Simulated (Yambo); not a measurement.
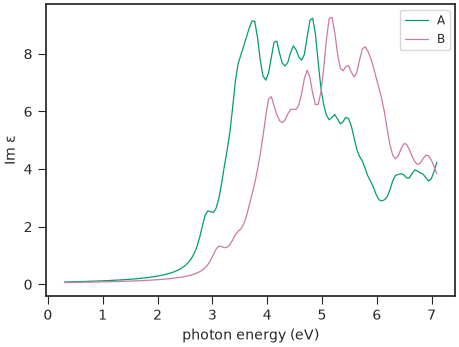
Figure. Two computed absorption spectra of CuI (space group Cmcm, No. 63) (Yambo, PBEsol bands with the same scissor, field along x)

Axes are Cartesian, with cell vectors (Å) (3.31, -3.49, 0.00), (3.31, 3.49, 0.00), (0.00, 0.00, 4.37).

Which curve includes the electron-hole attraction (BSE)?

Curve A: the attraction moves weight to lower energy (centre of the plotted range 4.7 eV against 5.2 eV). Settings: 4×4×6 mesh, 15 valence and 6 conduction bands, static screening with 70 bands and a 4 Ry block, scissor 0.72 eV, Tamm-Dancoff. The scissor comes from a G0W0 run whose convergence isn't established. Broadening 0.15 eV. The band window holds all transitions up to 7.1 eV. On this mesh the peak heights and the fine structure are mesh artefacts; only the shift of weight is robust.

Spin-orbit coupling is not included.

Geometry relaxed with PBE+D3(BJ); primitive cell a = b = 4.811 Å, c = 4.366 Å, α = β = 90.00°, γ = 93.18°.

This is not the ordinary phase of the substance; no match was found in the copy of COD used, and its stability was not checked.
